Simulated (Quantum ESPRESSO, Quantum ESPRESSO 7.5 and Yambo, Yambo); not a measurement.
# Excitons of ZnSe (Stilleite): kernels and approximations

How far does the k mesh set the exciton binding of ZnSe (Stilleite)?

Method: PBE and many-body steps on it, plane waves, in Quantum ESPRESSO 7.5 and Yambo 5.3.0.

## Step 1: The structure

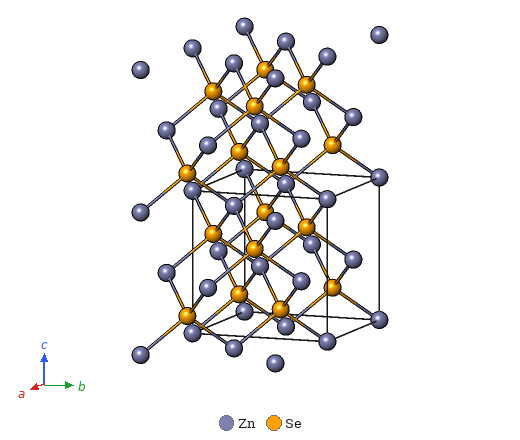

Start, viewed slightly off an axis; zinc blue, selenium orange. 2×1×2 cells are drawn. This picture shows the conventional cell, with its axes. Bonds to atoms that aren't drawn are left out. Some periodic images of atoms are drawn too.

Structure file:

```cif
data_structure
_symmetry_space_group_name_H-M 'F-43m'
_symmetry_Int_Tables_number 216
_cell_length_a 5.6676
_cell_length_b 5.6676
_cell_length_c 5.6676
_cell_angle_alpha 90.000
_cell_angle_beta 90.000
_cell_angle_gamma 90.000
_cell_volume 182.05
loop_
_atom_site_label
_atom_site_type_symbol
_atom_site_symmetry_multiplicity
_atom_site_Wyckoff_symbol
_atom_site_fract_x
_atom_site_fract_y
_atom_site_fract_z
_atom_site_occupancy
Zn1 Zn 4 a 0.00000 0.00000 0.00000 1
Se1 Se 4 d 0.25000 0.25000 0.75000 1
```

The cell and positions come from the Crystallography Open Database and are kept as given unless a step says otherwise.

## Step 2: Empty states on the mesh, 4×4×4 mesh, 89 bands

This step: Quantum ESPRESSO 7.5; DFT, PBE, plane waves, norm-conserving pseudopotentials.

The sums over transitions need many empty states on a uniform mesh; this step solves for them.

The input, pw.in:

```
&control
  calculation = 'nscf'
  prefix = 'x'
  outdir = 'o'
  pseudo_dir = 'pseudo'
/
&system
  ibrav = 0
  nat = 2
  ntyp = 2
  ecutwfc = 104.0
  nbnd = 89
  force_symmorphic = .true.
/
&electrons
  conv_thr = 1e-9
  electron_maxstep = 80
  diago_full_acc = .true.
  diago_thr_init = 5e-6
/
ATOMIC_SPECIES
  Zn 65.38 Zn.upf
  Se 78.971 Se.upf
CELL_PARAMETERS angstrom
  -0.0000000000 2.8338000000 2.8338000000
  2.8338000000 -0.0000000000 2.8338000000
  2.8338000000 2.8338000000 0.0000000000
ATOMIC_POSITIONS crystal
  Zn 0.0000000000 0.0000000000 0.0000000000
  Se 0.2500000000 0.2500000000 0.2500000000
K_POINTS automatic
  4 4 4 0 0 0
```

Started as:

```bash
$ OMP_NUM_THREADS=1 mpirun -n 8 pw.x -nk 4 -in pw.in > pw.out
```

The log of the run:

```text
Program PWSCF v.7.5 starts

     This program is part of the open-source Quantum ESPRESSO suite
     for quantum simulation of materials; please cite
         "P. Giannozzi et al., J. Phys.:Condens. Matter 21 395502 (2009);
         "P. Giannozzi et al., J. Phys.:Condens. Matter 29 465901 (2017);
         "P. Giannozzi et al., J. Chem. Phys. 152 154105 (2020);
     in publications or presentations arising from this work. More details at

     Atomic positions and unit cell read from directory:
     o/x.save/

     Message from routine setup:
[...]
-198.4430-137.9212-137.9212-137.9212-116.4660 -70.6257 -70.6257 -70.6257
[...]
66.8190  66.8190  66.8650  68.6406  68.6406  68.7404  68.8674  68.8674
    69.9700  70.4084  73.0952  73.0952  73.3192  73.4134  73.4134  74.2608
    77.1718

          k = 0.3536 0.0000 0.0000 (  5457 PWs)   bands (ev):

     [... further k-points ...]

     highest occupied, lowest unoccupied level (ev):     8.7791   10.0703

     XML data file, pseudopotentials, collected wavefunctions

=------------------------------------------------------------------------------=
   JOB DONE.
=------------------------------------------------------------------------------=
```

It took 4.9 s on 8 MPI ranks of Arm Neoverse V1, shared host; peak memory 0.54 GiB.

Numbers from this step:

```
gap                                                           : 1.291 eV
k of the valence top                                          : 0, 0, 0
k of the conduction bottom                                    : 0, 0, 0
least direct gap                                              : 1.291 eV
k points computed                                             : 8
lowest point of the top converged band, above the valence top : 67.8994 eV
```

On this mesh the gap is 1.291 eV.

The density comes from a self-consistent run that is not shown.

## Step 3: Conversion and set-up

This step: Yambo 5.3.0; conversion and set-up on PBE, plane waves, norm-conserving pseudopotentials.

The states are converted to the many-body program's format and the q mesh is built.

Started as:

```bash
$ (cd o/x.save; p2y > p2y.log; mv SAVE ../..); yambo > setup.log
```

The log of the run:

```text
 Yambo, version 5.3.0

 [02] CORE Variables Setup
 =========================

  [02.01] Unit cells
  ==================

  Cell kind             :  FCC
  Atoms in the cell     :  Zn  Se
  number of Zn atoms    :  1
  number of Se atoms    :  1

  List of atomic masses
  Mass of Zn    :  65.38000
  Mass of Se    :  78.97100

  List of atomic coordinates    : [cc]
  Zn1       :  0.000000  0.000000  0.000000  order 1
  Se1       :  2.677553  2.677553  2.677553  order 2

  Alat factors          :  5.355106  5.355106  5.355106 [a.u.]
  Direct lattice volume :  307.1384 [a.u.]
[...]
==========================================

 IBZ Q-points                                      :   8
 BZ  Q-points                                      :   64

 K/Q-points units:
 rlu = crystal or reduced units; cc = cartesian coordinates; iku = interal k-units

 Q [1]          [rlu]:  0.000000  0.000000  0.000000
 Q [2]          [rlu]:  0.33641E-17  0.33641E-17  0.25000
 Q [3]          [rlu]: -0.67283E-17 -0.67283E-17 -0.50000
[...]
Q [7]          [rlu]:  0.12061E-16 -0.50000     -0.50000
 Q [8]          [rlu]:  0.250000 -0.500000 -0.250000

  [03.01] X indexes
  =================

   [03.01.01] Sigma indexes
   ========================

 [06] Game Over & Game summary
```

The job ended after 3 s (1 MPI rank; peak memory 0.26 GiB).

## Step 4: Screening and self-energy, 4×4×4 mesh, 89 bands, screening to 129.3 eV

G0W0 replaces the xc potential by the self-energy, built once from these orbitals. Only a window of levels is corrected, while the sums run over the empty bands that the input names.

This step: G0W0 on PBE, plane waves, norm-conserving pseudopotentials.

The input, gw1.in:

```
HF_and_locXC
gw0
dyson
ppa
em1d
rim_cut
RandQpts= 1000000
RandGvec= 1 RL
EXXRLvcs= 104 Ry
VXCRLvcs= 416 Ry
Chimod= "HARTREE"
% BndsRnXp
 1 | 89 |
%
NGsBlkXp= 9.5 Ry
% LongDrXp
 1 | 1 | 1 |
%
% GbndRnge
 1 | 89 |
%
DysSolver= "n"
ExtendOut
PPAPntXp= 27.21138 eV
% QPkrange
 1 | 1 | 21 | 24 |
%
```

Started as:

```bash
$ OMP_NUM_THREADS=1 mpirun -n 8 yambo -F gw1.in -J gw1 -C gw1 > gw1.log
```

The log of the run:

```text
 Yambo, version 5.3.0

 [02] CORE Variables Setup
 =========================

  [... cell, symmetries and grids as in the set-up ...]

  [02.05] Energies & Occupations
  ==============================

  [X] === General ===
  [X] Electronic Temperature                        :  0.000000  0.000000 [eV K]
  [X] Bosonic    Temperature                        :  0.000000  0.000000 [eV K]
  [X] Finite Temperature mode                       : no
  [X] El. density                                   :  0.96675E+24 [cm-3]
[...]
Sx RL components                                 :   5601

   QP @ state[ 1 ] K range                          :  1  1
   QP @ state[ 1 ] b range                          :  21  24
   GF energies kind                                 : Perdew, Burke & Ernzerhof(X)+Perdew, Burke & Ernzerhof(C)
   GF WF`s kind                                     : Perdew, Burke & Ernzerhof(X)+Perdew, Burke & Ernzerhof(C)
   Xs energies kind                                 : Perdew, Burke & Ernzerhof(X)+Perdew, Burke & Ernzerhof(C)
   Xs WF`s kind                                     : Perdew, Burke & Ernzerhof(X)+Perdew, Burke & Ernzerhof(C)

 [11] Game Over & Game summary
```

Wall time 52 s (8 MPI ranks); peak memory 4.2 GiB; 6.8 min of CPU time.

Numbers from this step:

- G0W0 gap on the points computed: 2.042 eV
- starting gap on the mesh: 1.291 eV
- k of the valence top: 0, 0, 0
- k of the conduction bottom: 0, 0, 0
- least direct G0W0 gap on the computed points: 2.042 eV

The gap on the mesh goes from 1.29 eV to 2.04 eV, a correction of +0.75 eV.

The gap opens by 0.751 eV; the next steps shift the empty bands rigidly by 0.751 eV.

## Step 5: Empty states on the mesh, 4×4×4 mesh, 32 bands

This step: Quantum ESPRESSO 7.5; DFT, PBE, plane waves, norm-conserving pseudopotentials.

pw.in: that of step 2 with these lines changed.

```diff
@@ -11,3 +11,3 @@
   ecutwfc = 104.0
-  nbnd = 89
+  nbnd = 32
   force_symmorphic = .true.
```

Started as:

```bash
$ OMP_NUM_THREADS=1 mpirun -n 8 pw.x -nk 4 -in pw.in > pw.out
```

The log of the run:

```text
[banner, memory and clock lines left out]
Program PWSCF v.7.5 starts

     Atomic positions and unit cell read from directory:
     o/x.save/

     Message from routine setup:
     using ibrav=0 with symmetry is DISCOURAGED, use correct ibrav instead

     bravais-lattice index     =            0
     lattice parameter (alat)  =       7.5733  a.u.
     unit-cell volume          =     307.1384 (a.u.)^3
     number of atoms/cell      =            2
     number of atomic types    =            2
     number of electrons       =        44.00
[...]
k = 0.1768 0.1768-0.1768 (  5492 PWs)   bands (ev):

  -198.4430-137.9212-137.9212-137.9212-116.4660 -70.6257 -70.6257 -70.6257
[...]
k =-0.3536-0.3536 0.3536 (  5480 PWs)   bands (ev):

  -198.4430-137.9212-137.9212-137.9212-116.4660 -70.6257 -70.6257 -70.6257
[...]
2.6235   2.6235   2.7648   3.5572   7.9125   7.9125  11.3263  15.1724
    15.1724  17.3605  19.7558  21.9151  21.9151  23.0073  23.3240  23.3240

          k = 0.3536 0.0000 0.0000 (  5457 PWs)   bands (ev):

     [... further k-points ...]

     highest occupied, lowest unoccupied level (ev):     8.7791   10.0703

     XML data file, pseudopotentials, collected wavefunctions
```

Elapsed: 1.6 s, on 8 MPI ranks; peak memory 0.05 GiB.

This step gave:

```yaml
gap: 1.291 eV
k_of_the_valence_top: 0, 0, 0
k_of_the_conduction_bottom: 0, 0, 0
least_direct_gap: 1.291 eV
k_points_computed: 8
lowest_point_of_the_top_converged_band_above_the_valence_top: 13.07 eV
```

On this mesh the gap is 1.291 eV.

## Step 6: Conversion and set-up

This step: Yambo 5.3.0; conversion and set-up on PBE, plane waves, norm-conserving pseudopotentials.

Started as:

```bash
$ (cd o/x.save; p2y > p2y.log; mv SAVE ../..); yambo > setup.log
```

The log of the run:

```text
 Yambo, version 5.3.0

 [02] CORE Variables Setup
 =========================

  [02.01] Unit cells
  ==================

  Cell kind             :  FCC
  Atoms in the cell     :  Zn  Se
  number of Zn atoms    :  1
  number of Se atoms    :  1

  List of atomic masses
  Mass of Zn    :  65.38000
  Mass of Se    :  78.97100

  List of atomic coordinates    : [cc]
  Zn1       :  0.000000  0.000000  0.000000  order 1
  Se1       :  2.677553  2.677553  2.677553  order 2

  Alat factors          :  5.355106  5.355106  5.355106 [a.u.]
  Direct lattice volume :  307.1384 [a.u.]
[...]
==========================================

 IBZ Q-points                                      :   8
 BZ  Q-points                                      :   64

 K/Q-points units:
 rlu = crystal or reduced units; cc = cartesian coordinates; iku = interal k-units

 Q [1]          [rlu]:  0.000000  0.000000  0.000000
 Q [2]          [rlu]:  0.33641E-17  0.33641E-17  0.25000
 Q [3]          [rlu]: -0.67283E-17 -0.67283E-17 -0.50000
[...]
Q [7]          [rlu]:  0.12061E-16 -0.50000     -0.50000
 Q [8]          [rlu]:  0.250000 -0.500000 -0.250000

  [03.01] X indexes
  =================

   [03.01.01] Sigma indexes
   ========================

 [06] Game Over & Game summary
```

Wall time 3 s (1 MPI rank); peak memory 0.26 GiB.

(Continued in part 2 of 4.)

[Paths, hosts, dates, memory and timing lines, banners, echoed tables and standing remarks are left out of the program output.]

[Logs are printed without paths, hosts, clocks, repeated set-up lines and the standing remarks that a program may print on its own settings, such as how far it seeks lower states.]

[Runs of the session that timed out or met a known fault of the program may be left out.]

[Hosts, paths, dates, database ids (printed as entryN), source tags and the programs' standing remarks are cut or masked in the printed files.]
